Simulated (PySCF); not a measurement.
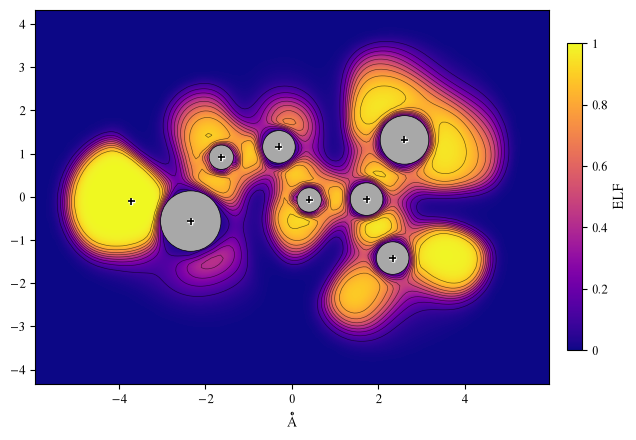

The electron localisation function on a plane through atoms (crosses mark nuclei in the plane; grey discs cover the cores).

These are results of PySCF 2.14.0, PBE0/pcSseg-1, SCF density, gas phase, non-relativistic, not measurements.

Candidates:
A. C3H8O2SSi (SMILES CC(=S)OCO[SiH3])
B. BClH2 (SMILES [H]B([H])Cl)
C. C5H12 (SMILES CCCCC)

Which candidate gave the map?

Candidate A: C3H8O2SSi on the plane of atoms C1, C2 and S3, which holds C, S, O, Si and H. C–O (1.33 Å): the ELF peaks at about 0.90 between the atoms: a polar covalent bond. C–C (1.49 Å): the ELF peaks at about 0.95 between the atoms, as expected for a shared electron pair.
